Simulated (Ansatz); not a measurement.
CH₆BBrOSi: several calculations on one system

**1. Relaxation**

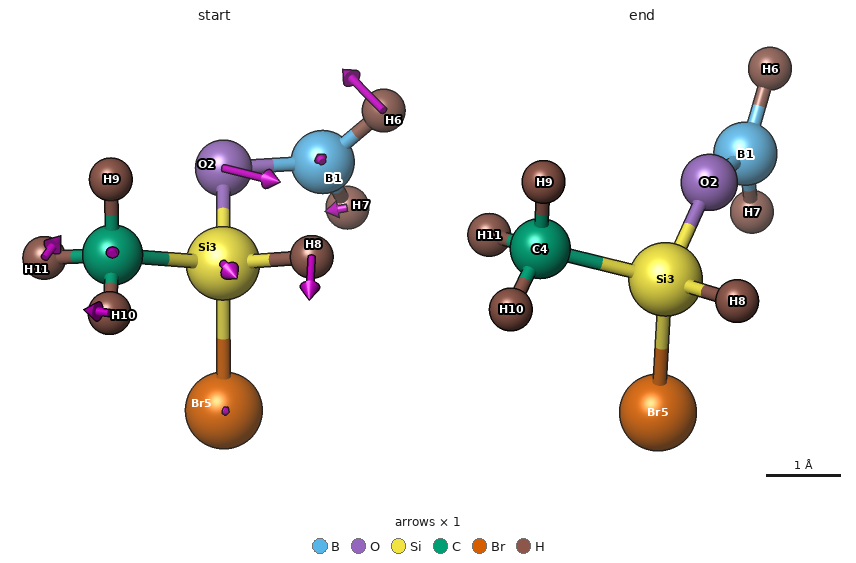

The structure of CH6BBrOSi before (left) and after (right) a relaxation, at one scale. The purple arrows give the displacements, at their true length.

A ball-and-stick model, seen from a free direction.

The run prepares an end point of a later path (hydrogen shift) calculation, from a guessed geometry.

Computed with RKS B3LYP/def2-SVP in Ansatz. Set-up: no spin polarisation; force threshold 0.02 eV/Å; at most 50 steps.

> What changed between the two?

After 15 accepted moves (17 points after the start) the energy has fallen by 1.017 eV. Largest force component: 4.1 eV/Å at the start, 0.016 eV/Å at the end. The line search rejected the trial steps at points 8, 12 of the run. The atom that moves furthest after the best rigid fit is H6 (1.05 Å). Largest moves by element: H 1.05 Å, O 1.02 Å, Si 0.46 Å, C 0.18 Å, B 0.18 Å, Br 0.10 Å. Near-neighbour distances that change, for instance: B1–Si3 2.490 → 2.871 Å, C4–H11 1.179 → 1.101 Å, B1–O2 1.423 → 1.350 Å, Si3–H8 1.542 → 1.482 Å. Bond angles that change, for instance: B1–O2–Si3 104.9° → 143.4°, C4–Si3–H8 104.1° → 113.5°, O2–B1–H6 125.7° → 117.6°. Groups turn about B1–O2 by about 90°, O2–Si3 by about 75°. The run took 41 s on 2 threads of Intel(R) Xeon(R) 6975P-C (Granite Rapids), with other jobs on the host, peak memory 0.33 GiB.

**2. Relaxation**

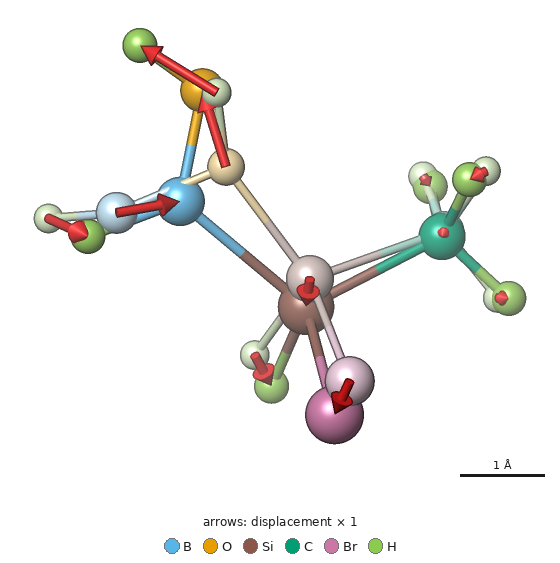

This is a relaxation of CH6BBrOSi. The starting structure is drawn faded, the final one solid; red arrows show the displacements, at their true length. The two geometries are superimposed by the best rigid fit.

A ball-and-stick model, seen from a free direction.

The run prepares an end point of a later path (hydrogen shift) calculation, from a guessed geometry.

Method: RKS B3LYP/def2-SVP in Ansatz 0.2.0. Settings: no spin polarisation; force threshold 0.02 eV/Å; at most 50 steps.

Q: What happened in the run?

A: The atom that moves furthest after the best rigid fit is an H atom (1.08 Å). By element the largest moves are H 1.08 Å, O 0.95 Å, B 0.81 Å, Br 0.50 Å, Si 0.43 Å, C 0.11 Å. Some distances before and after: O–Si 1.709 → 2.925 Å, B–Si 2.490 → 2.032 Å, C–H 1.179 → 1.101 Å, B–O 1.423 → 1.351 Å. New bonds form, among them: B–Si (2.49 → 2.03 Å). Bonds break, among them: O–Si (1.71 → 2.92 Å). Among the angles between lasting bonds that change: B–O–H 101.3° → 114.0°, H–C–H 114.8° → 108.4°, Si–C–H 104.5° → 110.7°. Groups turn about B–O by about 100°. Over 23 geometry steps the energy falls by 135.8 kcal/mol. Largest force component: 4.3 eV/Å at the start, 0.016 eV/Å at the end.

**3. Path**

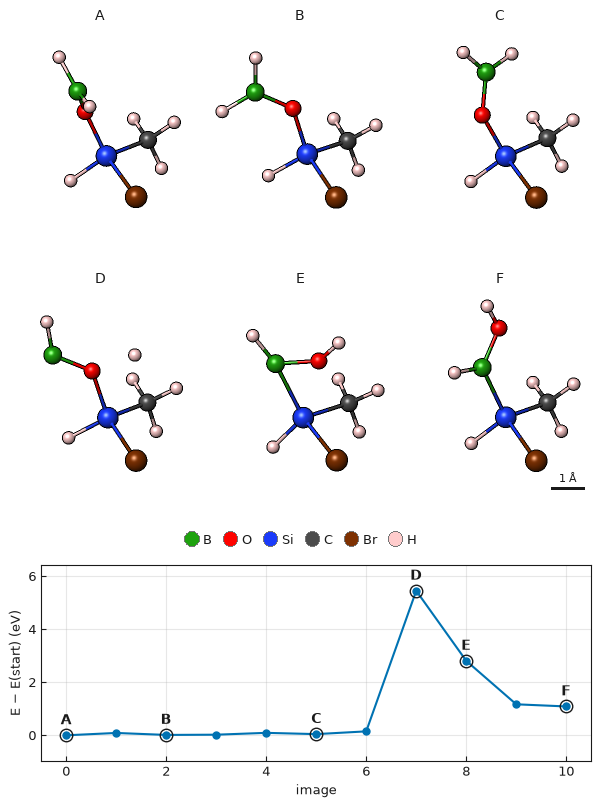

A nudged-elastic-band calculation for CH6BBrOSi. Images are numbered from 0 (start) to 10 (end). Frames A to F are images 0, 2, 5, 7, 8, 10. The picture is a ball-and-stick view, seen from a free direction.

All numbers below come from Ansatz 0.2.0, RKS B3LYP/def2-SVP. Set-up: 9 movable images; climbing image; force threshold 0.05 eV/Å; iteration limit 60; starting path through a guess of the saddle point.

**What happens along the path, and what is the barrier?**

The path has more than one stage, and so few images may leave a stage unresolved. Breaking: B–H (1.21 → 1.96 Å), O–Si (1.67 → 2.92 Å). Forming: B–Si (2.87 → 2.03 Å), H–O (2.22 → 0.97 Å). Forward barrier 5.45 eV, backward barrier 4.36 eV, with image 7 at the top; the reaction energy is +1.09 eV. The band converged in 46 iterations. The largest component of the band force went from 9.2 to 0.037 eV/Å. The climbing image converged on the top of the path. Its vibrational analysis gives one imaginary mode (694i cm⁻¹), as a transition state must have.
